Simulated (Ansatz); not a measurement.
# Nudged elastic band of Sr18Ga (part 1 of 2)

System: Sr18Ga (slab, 19 atoms in the cell).
Method: DFT PBE, scalar-relativistic, plane waves, PAW, no spin polarisation (Ansatz 0.2.0).

One setting was made poor on purpose. The input holds or restrains some coordinates. It belongs to a series of runs on one base structure; here: band between the two ends. Figures and captions count atoms from 1; the log counts them from 0 in places.

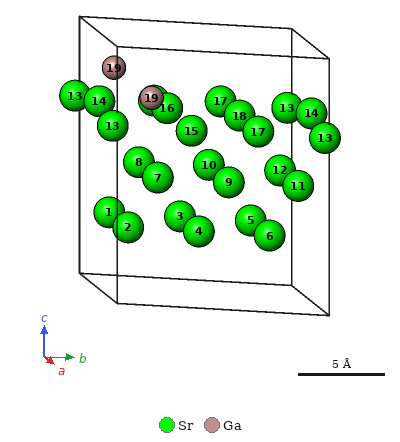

Figure 1. The starting structure (spheres-only view of the cell of the calculation, with the vacuum cut short, seen slightly off an axis; atoms are numbered from 1 in the order of the input).

The input:
```yaml
crystal:
  lattice:
    - [8.598418, 0.0, 0.0]
    - [6.448814, 11.169673, 0.0]
    - [0.0, 0.0, 20.020579]
  atoms:
    - { symbol: Sr, position: [0.1666667, 0.1111111, 0.0499486] }
    - { symbol: Sr, position: [0.6666667, 0.1111111, 0.0499486] }
    - { symbol: Sr, position: [0.1666667, 0.4444444, 0.0499486] }
    - { symbol: Sr, position: [0.6666667, 0.4444444, 0.0499486] }
    - { symbol: Sr, position: [0.1666667, 0.7777778, 0.0499486] }
    - { symbol: Sr, position: [0.6666667, 0.7777778, 0.0499486] }
    - { symbol: Sr, position: [-0.15675396, 0.21965374, 0.21951522] }
    - { symbol: Sr, position: [0.35022559, 0.21792556, 0.22085165] }
    - { symbol: Sr, position: [-0.1722646, 0.55706775, 0.21600506] }
    - { symbol: Sr, position: [0.33436034, 0.5504869, 0.22373396] }
    - { symbol: Sr, position: [-0.17849389, 0.88560791, 0.21677979] }
    - { symbol: Sr, position: [0.32961132, 0.88730327, 0.21874482] }
    - { symbol: Sr, position: [-0.02307204, -0.01657831, 0.37831077] }
    - { symbol: Sr, position: [0.43257577, 0.01697077, 0.40395153] }
    - { symbol: Sr, position: [0.00936414, 0.34945676, 0.37968263] }
    - { symbol: Sr, position: [0.55874372, 0.31450935, 0.40535817] }
    - { symbol: Sr, position: [-0.00628443, 0.66652553, 0.38734815] }
    - { symbol: Sr, position: [0.49517739, 0.66689574, 0.39037206] }
    - { symbol: Ga, position: [0.00254218, 0.16239344, 0.4709165] }
basis:
  ecutwfc: 420.0
kpoints:
  mp_grid: { grid: [2, 2, 1] }
hamiltonian:
  xc: pbe
scf:
  occupations: { method: fermi_dirac, width: 0.05 }
  lower_state_search: "off"
  max_iter: 50
neb:
  images: 3
  f_tol: 0.4
  max_iterations: 50
  order_check: false
  constraints: [{ sites: [0, 1, 2, 3, 4, 5] }]
  final_atoms:
    - { symbol: Sr, position: [0.1666667, 0.1111111, 0.0499486] }
    - { symbol: Sr, position: [0.6666667, 0.1111111, 0.0499486] }
    - { symbol: Sr, position: [0.1666667, 0.4444444, 0.0499486] }
    - { symbol: Sr, position: [0.6666667, 0.4444444, 0.0499486] }
    - { symbol: Sr, position: [0.1666667, 0.7777778, 0.0499486] }
    - { symbol: Sr, position: [0.6666667, 0.7777778, 0.0499486] }
    - { symbol: Sr, position: [-0.16563962, 0.21715356, 0.22373396] }
    - { symbol: Sr, position: [0.32773544, 0.22373441, 0.21600506] }
    - { symbol: Sr, position: [-0.17038864, 0.55396993, 0.21874482] }
    - { symbol: Sr, position: [0.32150615, 0.55227457, 0.21677979] }
    - { symbol: Sr, position: [-0.14977437, 0.88459222, 0.22085165] }
    - { symbol: Sr, position: [0.34324608, 0.8863204, 0.21951522] }
    - { symbol: Sr, position: [0.05874376, -0.01882399, 0.40535817] }
    - { symbol: Sr, position: [0.50936418, 0.01612342, 0.37968263] }
    - { symbol: Sr, position: [-0.00482257, 0.3335624, 0.39037206] }
    - { symbol: Sr, position: [0.49371561, 0.33319219, 0.38734815] }
    - { symbol: Sr, position: [-0.06742419, 0.68363743, 0.40395153] }
    - { symbol: Sr, position: [0.476928, 0.65008835, 0.37831077] }
    - { symbol: Ga, position: [0.50254222, -0.1709399, 0.4709165] }
```

Machine: 4 threads of Intel Xeon (Emerald Rapids), 16 GiB of memory available, shared host.

Run as:
```bash
ansatz run input.yaml --threads 4 --pin off --max-ram 10240MiB --backend cpu --events-out ev --progress --plain --runs-dir out
```

The program's output:
```
Warning: neb: disabling space-group detection — the band's intermediate images generally break the endpoint symmetry, so no spatial operation reduces the k-mesh or symmetrises the density, except that a semilocal band can use its path's symmetry ahead of convergence; time reversal is kept, so that k and −k are solved as one point where they differ and the mesh holds both, and exact exchange and, on two spinor components, a DFT+U term hold to it where the run has them: on two components no moment then forms, and a state that bears one, which a typed moment (crystal.atoms[].spin; refused beside efield: under a hybrid functional) reaches, can lie lower, under hf by electronvolts; crystal.symmetry.detect: false (a key that needs symmetry detection or time reversal refuses this as the deck is read) with time_reversal: false beside it drops time reversal too
Engine: ansatz 0.2.0, x86_64-unknown-linux-gnu
Pseudopotentials: kind: paw
Pseudopotential: Sr, paw, valence charge 10, recommended cutoff 420 eV (normal), Sr.paw.azcp
Pseudopotential: Ga, paw, valence charge 13, recommended cutoff 420 eV (normal), Ga.paw.azcp
Functional definition: PBE
  parameter kappa = 0.804
  parameter beta = 0.06672455060314922
  exchange = pbe_x(kappa = kappa, mu = beta*pi^2/3)
  correlation = pbe_c(beta = beta)
parallel-image band execution: 2 concurrent image workers
NEB image 0
Crystal: 19 atoms, lattice volume = 1922.807 Å³
Basis set: ecut = 420 eV, 37639 PW (Γ), exchange–correlation on 120×180×270 points (8 copies of the dense FFT grid, shifted against one another)
Bands: 116, of which v1, the nominal top of the filled ones, is band 97 counted from 1 (96 counted from 0)
Symmetry: 1 space group operations
k-points: 4
Non-local potential: Sr, projectors of the file, l = 0: 3, l = 1: 2, l = 2: 2
Non-local potential: Ga, projectors of the file, l = 0: 2, l = 1: 2, l = 2: 3, l = 3: 1
PAW form: soft (Blöchl's): semilocal exchange-correlation on the pseudo side does not see the compensation charge
PAW one-centre angular grid: Sr, 110 points (default); XC on 64 Gauss nodes
PAW one-centre angular grid: Ga, 590 points (default); XC on 64 Gauss nodes
Initial density: superposition of atomic densities (neutral atoms: chi_scale 0, normalization atom), corrected by the library's trained network
Initial wavefunctions: pseudopotential atomic-orbital guess
Functional: x = pbe(κ = 0.804, μ = 0.2195149727645171), c = pbe(β = 0.06672455060314922)
SCF iter   1: F=—  HF=-67574.810219 eV  |F-HF|=—  |Δ(HF+E_count)|=         —  Δρ=3.48e-3  dr2=5.82e0  ethr=1.77e-3  ⟨swp⟩=14.8  Hψ=2791  notcnv=0
preconditioner: auto → LDOS  [metal: Δε(μ)=0.040 eV  Ē_g=1.884 eV  σ=0.050 eV  W_gap=0.19  n_scr=212 (ndim 8)  ℏωp=5.3 eV  f_vac=0.392  D(μ)=24.92/eV (n_scr^D=118)  β→1.0]
SCF iter   2: F=—  HF=-67574.562900 eV  |F-HF|=—  |Δ(HF+E_count)|=   2.47e-1  Δρ=1.16e-3  dr2=1.17e-1  ethr=1.77e-3  ⟨swp⟩=2.0  Hψ=552  notcnv=0
SCF iter   3: F=—  HF=-67574.568612 eV  |F-HF|=—  |Δ(HF+E_count)|=   5.71e-3  Δρ=4.53e-4  dr2=3.47e-2  ethr=6.04e-5  ⟨swp⟩=3.5  Hψ=735  notcnv=0
SCF iter   4: F=—  HF=-67574.568677 eV  |F-HF|=—  |Δ(HF+E_count)|=   6.54e-5  Δρ=2.10e-4  dr2=2.04e-3  ethr=1.80e-5  ⟨swp⟩=2.0  Hψ=562  notcnv=0
SCF iter   5: F=—  HF=-67574.568703 eV  |F-HF|=—  |Δ(HF+E_count)|=   2.62e-5  Δρ=1.24e-4  dr2=5.37e-4  ethr=1.06e-6  ⟨swp⟩=2.8  Hψ=604  notcnv=0
SCF iter   6: F=—  HF=-67574.568542 eV  |F-HF|=—  |Δ(HF+E_count)|=   1.61e-4  Δρ=3.00e-5  dr2=4.16e-5  ethr=2.78e-7  ⟨swp⟩=2.0  Hψ=565  notcnv=0
SCF iter   7: F=—  HF=-67574.567971 eV  |F-HF|=—  |Δ(HF+E_count)|=   5.72e-4  Δρ=1.22e-5  dr2=7.29e-6  ethr=2.15e-8  ⟨swp⟩=3.2  Hψ=903  notcnv=0
SCF iter   8: F=—  HF=-67574.567973 eV  |F-HF|=—  |Δ(HF+E_count)|=   2.67e-6  Δρ=5.60e-6  dr2=1.23e-6  ethr=3.78e-9  ⟨swp⟩=2.0  Hψ=817  notcnv=0
SCF iter   9: F=—  HF=-67574.567973 eV  |F-HF|=—  |Δ(HF+E_count)|=   1.32e-7  Δρ=1.95e-6  dr2=2.01e-7  ethr=6.37e-10  ⟨swp⟩=2.0  Hψ=806  notcnv=0
SCF iter  10: F=-67574.567973 eV  HF=-67574.567973 eV  |F-HF|=4.44e-9  |Δ(HF+E_count)|=   4.47e-8  Δρ=6.55e-7  dr2=1.73e-8  ethr=5.18e-11  ⟨swp⟩=6.0  Hψ=1711  notcnv=0
SCF 1 converged in 10 iterations: F = -67574.567973 eV  dr2 = 1.73e-8
  greatest PAW one-centre occupation: 0.995 electrons in one spin orbital (limit 2), on the Ga atom at site 18 (counted from 0), in its partial waves of l = 2
NSCF: frozen V_eff on 4 k-points
NEB image 4
SCF iter   1: F=—  HF=-67574.811035 eV  |F-HF|=—  |Δ(HF+E_count)|=         —  Δρ=3.48e-3  dr2=5.82e0  ethr=1.77e-3  ⟨swp⟩=14.5  Hψ=2771  notcnv=0
preconditioner: auto → LDOS  [metal: Δε(μ)=0.040 eV  Ē_g=1.884 eV  σ=0.050 eV  W_gap=0.19  n_scr=212 (ndim 8)  ℏωp=5.3 eV  f_vac=0.392  D(μ)=24.91/eV (n_scr^D=118)  β→1.0]
SCF iter   2: F=—  HF=-67574.562984 eV  |F-HF|=—  |Δ(HF+E_count)|=   2.48e-1  Δρ=1.16e-3  dr2=1.16e-1  ethr=1.77e-3  ⟨swp⟩=2.5  Hψ=558  notcnv=0
SCF iter   3: F=—  HF=-67574.568626 eV  |F-HF|=—  |Δ(HF+E_count)|=   5.64e-3  Δρ=4.53e-4  dr2=3.45e-2  ethr=6.02e-5  ⟨swp⟩=3.5  Hψ=734  notcnv=0
SCF iter   4: F=—  HF=-67574.568691 eV  |F-HF|=—  |Δ(HF+E_count)|=   6.48e-5  Δρ=2.15e-4  dr2=2.00e-3  ethr=1.79e-5  ⟨swp⟩=2.0  Hψ=561  notcnv=0
SCF iter   5: F=—  HF=-67574.568713 eV  |F-HF|=—  |Δ(HF+E_count)|=   2.13e-5  Δρ=1.28e-4  dr2=5.59e-4  ethr=1.03e-6  ⟨swp⟩=3.0  Hψ=600  notcnv=0
SCF iter   6: F=—  HF=-67574.568541 eV  |F-HF|=—  |Δ(HF+E_count)|=   1.72e-4  Δρ=2.95e-5  dr2=4.17e-5  ethr=2.90e-7  ⟨swp⟩=2.0  Hψ=566  notcnv=0
SCF iter   7: F=—  HF=-67574.567970 eV  |F-HF|=—  |Δ(HF+E_count)|=   5.70e-4  Δρ=1.23e-5  dr2=7.40e-6  ethr=2.16e-8  ⟨swp⟩=3.2  Hψ=924  notcnv=0
SCF iter   8: F=—  HF=-67574.567973 eV  |F-HF|=—  |Δ(HF+E_count)|=   2.74e-6  Δρ=5.65e-6  dr2=1.25e-6  ethr=3.83e-9  ⟨swp⟩=2.0  Hψ=818  notcnv=0
SCF iter   9: F=—  HF=-67574.567973 eV  |F-HF|=—  |Δ(HF+E_count)|=   1.21e-7  Δρ=1.96e-6  dr2=2.05e-7  ethr=6.48e-10  ⟨swp⟩=2.2  Hψ=800  notcnv=0
SCF iter  10: F=-67574.567973 eV  HF=-67574.567973 eV  |F-HF|=4.99e-9  |Δ(HF+E_count)|=   4.24e-8  Δρ=6.56e-7  dr2=1.82e-8  ethr=5.18e-11  ⟨swp⟩=6.2  Hψ=1708  notcnv=0
SCF 2 converged in 10 iterations: F = -67574.567973 eV  dr2 = 1.82e-8
NSCF: frozen V_eff on 4 k-points
NEB end point (image 0): max|allowed force component| = 7.754e-3 eV/Å (the criterion of neb.relax_end_points is 8.000e-2)
NEB end point (image 4): max|allowed force component| = 7.753e-3 eV/Å (the criterion of neb.relax_end_points is 8.000e-2)
NEB image 1
SCF iter   1: F=—  HF=-67574.190288 eV  |F-HF|=—  |Δ(HF+E_count)|=         —  Δρ=3.66e-3  dr2=6.41e0  ethr=1.77e-3  ⟨swp⟩=15.2  Hψ=2863  notcnv=0
preconditioner: auto → LDOS  [metal: Δε(μ)=0.022 eV  Ē_g=1.895 eV  σ=0.050 eV  W_gap=0.11  n_scr=212 (ndim 8)  ℏωp=5.3 eV  f_vac=0.393  D(μ)=26.06/eV (n_scr^D=122)  β→1.0]
SCF iter   2: F=—  HF=-67573.937344 eV  |F-HF|=—  |Δ(HF+E_count)|=   2.53e-1  Δρ=1.18e-3  dr2=1.13e-1  ethr=1.77e-3  ⟨swp⟩=2.0  Hψ=545  notcnv=0
[...]
NEB image 2
preconditioner: auto → LDOS  [metal: Δε(μ)=0.018 eV  Ē_g=1.881 eV  σ=0.050 eV  W_gap=0.09  n_scr=212 (ndim 8)  ℏωp=5.3 eV  f_vac=0.393  D(μ)=22.47/eV (n_scr^D=88)  β→1.0]
NEB image 3
preconditioner: auto → LDOS  [metal: Δε(μ)=0.033 eV  Ē_g=1.891 eV  σ=0.050 eV  W_gap=0.17  n_scr=212 (ndim 8)  ℏωp=5.3 eV  f_vac=0.393  D(μ)=25.65/eV (n_scr^D=122)  β→1.0]
NEB iter   1: max|band force component| = 2.510e0 eV/Å  barrier→ = 1.2883 eV  barrier← = 1.2883 eV  Δτ_max = 0.1989 Å  (50 SCF iters)
NEB image 1
Initial density: handed on by an earlier stage of this run
Initial wavefunctions: those handed on with the density
eigensolver tolerance schedule: the retry pair's looser diagonalisation over-reported the residual by 0.71 of it (diagonalisation noise at 0.12 of the residual, at the tolerance the schedule requests for it); recorded, not acted on — ethr = c·dr2/N_el stays at c = 1.0e-1
preconditioner: auto → LDOS  [metal: Δε(μ)=0.056 eV  Ē_g=1.863 eV  σ=0.050 eV  W_gap=0.27  n_scr=212 (ndim 8)  ℏωp=5.3 eV  f_vac=0.395  D(μ)=26.70/eV (n_scr^D=124)  β→1.0]
NEB image 2
preconditioner: auto → LDOS  [metal: Δε(μ)=0.061 eV  Ē_g=1.851 eV  σ=0.050 eV  W_gap=0.27  n_scr=212 (ndim 8)  ℏωp=5.3 eV  f_vac=0.394  D(μ)=26.24/eV (n_scr^D=124)  β→1.0]
NEB image 3
eigensolver tolerance schedule: the retry pair's looser diagonalisation over-reported the residual by 0.72 of it (diagonalisation noise at 0.16 of the residual, at the tolerance the schedule requests for it); recorded, not acted on — ethr = c·dr2/N_el stays at c = 1.0e-1
preconditioner: auto → LDOS  [metal: Δε(μ)=0.034 eV  Ē_g=1.864 eV  σ=0.050 eV  W_gap=0.16  n_scr=212 (ndim 8)  ℏωp=5.3 eV  f_vac=0.394  D(μ)=29.46/eV (n_scr^D=140)  β→1.0]
NEB iter   2: max|band force component| = 6.048e-1 eV/Å  barrier→ = 0.3550 eV  barrier← = 0.3550 eV  Δτ_max = 0.1966 Å  (29 SCF iters)
NEB image 1
preconditioner: auto → LDOS  [metal: Δε(μ)=0.055 eV  Ē_g=1.874 eV  σ=0.050 eV  W_gap=0.27  n_scr=212 (ndim 8)  ℏωp=5.3 eV  f_vac=0.395  D(μ)=26.54/eV (n_scr^D=124)  β→1.0]
NEB image 2
preconditioner: auto → LDOS  [metal: Δε(μ)=0.075 eV  Ē_g=1.872 eV  σ=0.050 eV  W_gap=0.34  n_scr=212 (ndim 8)  ℏωp=5.3 eV  f_vac=0.394  D(μ)=23.72/eV (n_scr^D=102)  β→1.0]
NEB image 3
preconditioner: auto → LDOS  [metal: Δε(μ)=0.033 eV  Ē_g=1.875 eV  σ=0.050 eV  W_gap=0.16  n_scr=212 (ndim 8)  ℏωp=5.3 eV  f_vac=0.394  D(μ)=29.37/eV (n_scr^D=140)  β→1.0]
NEB image 1
NSCF: frozen V_eff on 4 k-points
NEB image 3
NSCF: frozen V_eff on 4 k-points
NEB image 2
NSCF: frozen V_eff on 4 k-points
the band table was solved once a step of the walk had ended and its energy, with any forces and stress, was formed, with the checks that follow a solve (2420 applications of the Hamiltonian). They found nothing against the state; the energy, forces and stress were not computed again (output.eigenvalues in the input reference)
NEB iter   3: max|band force component| = 2.523e-1 eV/Å  barrier→ = 0.1121 eV  barrier← = 0.1121 eV  CI = image 2  Δτ_max = 0.0000 Å  (27 SCF iters)
```

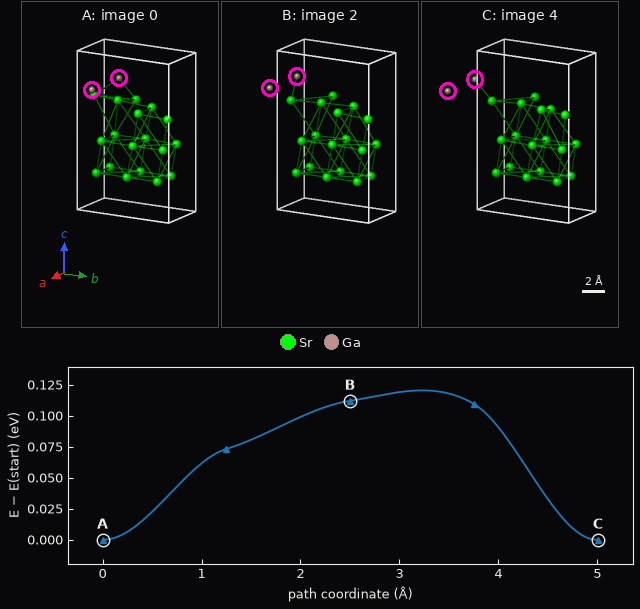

Figure 2. Images of the last band (counted from 0; ball-and-stick, simulation cell, with the vacuum cut short, seen slightly off an axis), with the moving atom and its periodic copies ringed, above the energy along the path; the line is a cubic interpolation that uses the forces. The highest image is number 2, 0.112 eV above the start and 0.112 eV above the end (the climbing image); start and end have the same energy. The path is 5.00 Å long, and Ga19 moves most (4.30 Å). The band converged in 3 iterations.

```
Free energy (F): -67574.455888 eV
Harris-Foulkes:  -67574.455888 eV  (|F-HF|=2.12e-9)
Internal energy: -67574.249697 eV  (E = F + TS)
E sigma→0 (E₀):  -67574.352792 eV
Entropy (-TS):   -0.206191 eV (-10.852 meV/atom)
Fermi energy:    1.509219 eV
--- Per-component energies (eV) ---
  E_band       = -3264.720400
  E_kinetic    = 4452.847722
  E_local      = -43580.064886  (includes V_loc(G=0)·N_el)
  E_nonlocal   = 4073.611594
  E_hartree    = 17920.105925
  E_xc         = -3145.732964
  E_vxc        = -2916.624648  (∫ρ·V_xc dr)
  E_paw        = -50488.311494  (= ΣΔE_a)
  E_vpaw       = -1134.703539  (= ΣTr[D̂ρ^β])
  E_aug_tail   = -0.000131  (compensation charges beyond the density's cutoff)
  E_ewald      = 3193.294538
  E_smearing   = -0.206191  (= −TS)
  E_closure    = -0.000000  (closes the sum)
  Σ components = -67574.455888   (vs F -67574.455888, Δ=0.00e0)
--- Forces (eV/Å), atoms counted from 1 ---
  atom   1  Sr     0.01185659    -0.00503162    -0.02632533
  atom   2  Sr    -0.00016293    -0.00598562     0.00120740
  atom   3  Sr    -0.00584782     0.03564273     0.02392885
  atom   4  Sr    -0.02008261     0.02298040     0.02872845
[...]
  atom   5  Sr     0.02184073    -0.01165271    -0.01588053
  atom   6  Sr    -0.01103926    -0.02469379    -0.01136365
  atom   7  Sr    -0.01451951     0.00541564    -0.02442034
  atom   8  Sr    -0.00199219     0.01750062     0.00898256
  atom   9  Sr     0.00643015     0.00293079     0.02908296
  atom  10  Sr     0.01135365     0.00920141    -0.00530505
  atom  11  Sr    -0.01693643    -0.00554922    -0.02943576
  atom  12  Sr    -0.01250137    -0.00933850    -0.04000623
  atom  13  Sr    -0.06286973     0.05261601    -0.12755740
  atom  14  Sr     0.09536083    -0.06845479    -0.14787453
  atom  15  Sr    -0.00690549    -0.17358808     0.10356738
  atom  16  Sr    -0.04095696    -0.00123014    -0.02923407
  atom  17  Sr     0.04767046    -0.00591542    -0.01439041
  atom  18  Sr     0.00809687     0.15743743     0.11323399
  atom  19  Ga    -0.00879721     0.00771155     0.16307063
  max |Σ_I F_I| component: 8.93e-6 eV/Å
--- Band table (eV) ---
  k-point 0: bands = ["-35.5880", "-35.5483", "-35.4822", "-35.4768", "-35.4686", "-35.4656", "-35.4623", "-35.4554", "-35.4380", "-35.3689", "-35.0876", "-35.0778", "-35.0760", "-35.0581", "-35.0360", "-35.0228", "-34.9513", "-34.9344", "-17.6148", "-17.5746", "-17.5544", "-17.5409", "-17.5263", "-17.5114", "-17.5089", "-17.5077", "-17.5047", "-17.4979", "-17.4916", "-17.4908", "-17.4888", "-17.4767", "-17.4683", "-17.4624", "-17.4591", "-17.4492", "-17.4068", "-17.4033", "-17.3965", "-17.3917", "-17.3844", "-17.3822", "-17.3722", "-17.3506", "-17.3491", "-17.3490", "-17.3281", "-17.2802", "-17.1257", "-17.1117", "-17.1029", "-17.0939", "-17.0874", "-17.0741", "-17.0722", "-17.0661", "-17.0577", "-17.0515", "-17.0495", "-17.0385", "-17.0225", "-17.0183", "-17.0044", "-16.9901", "-16.9852", "-16.9725", "-16.9679", "-16.9637", "-16.9565", "-16.9316", "-16.9157", "-16.8802", "-13.4377", "-13.4327", "-13.3496", "-13.3467", "-13.3246", "-4.0190", "-1.8931", "-1.1123", "-0.5738", "-0.5242", "-0.1383", "0.0282", "0.1883", "0.2591", "0.3056", "0.4471", "0.6966", "0.7023", "0.8318", "0.8472", "0.9295", "1.0562", "1.2801", "1.4114", "1.4920", "1.5874", "1.6053", "1.6564", "1.6916", "1.7341", "1.7995", "1.8150", "1.8702", "1.8860", "1.9759", "2.0195", "2.0545", "2.0745", "2.0827", "2.1020", "2.1281", "2.1450", "2.1991", "2.2296"]
```
